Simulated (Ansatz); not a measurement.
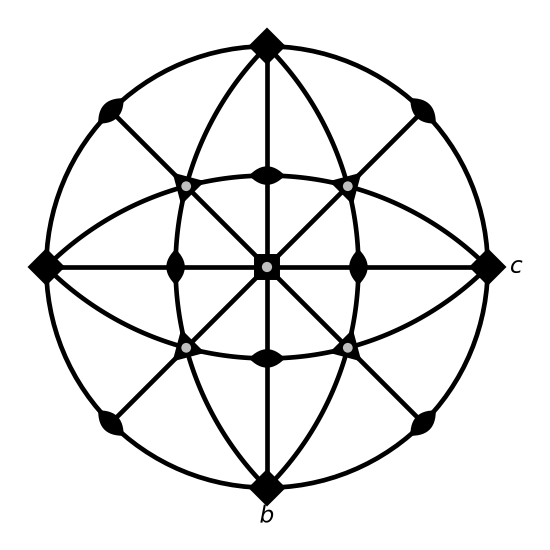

Stereographic projection: heavy lines are mirror planes (a heavy rim: a mirror in the plane of the page); lens, triangle, square and hexagon are 2-, 3-, 4- and 6-fold axes, a lens in an open square is −4, a triangle in an open hexagon −6; thin dashed diameters join the ends of axes that lie in the page; a small open circle marks inversion. The a axis points at the viewer. Computed from the symmetry operations of a computed or model structure of composition Ir.

Identify the point group and its elements.

m-3m (Oh), order 48, cubic system: three fourfold axes, four threefold axes, six twofold axes, nine mirror planes, an inversion centre.

Which physical properties does it allow?

It is centrosymmetric, so neither piezoelectric nor pyroelectric; it is not chiral.
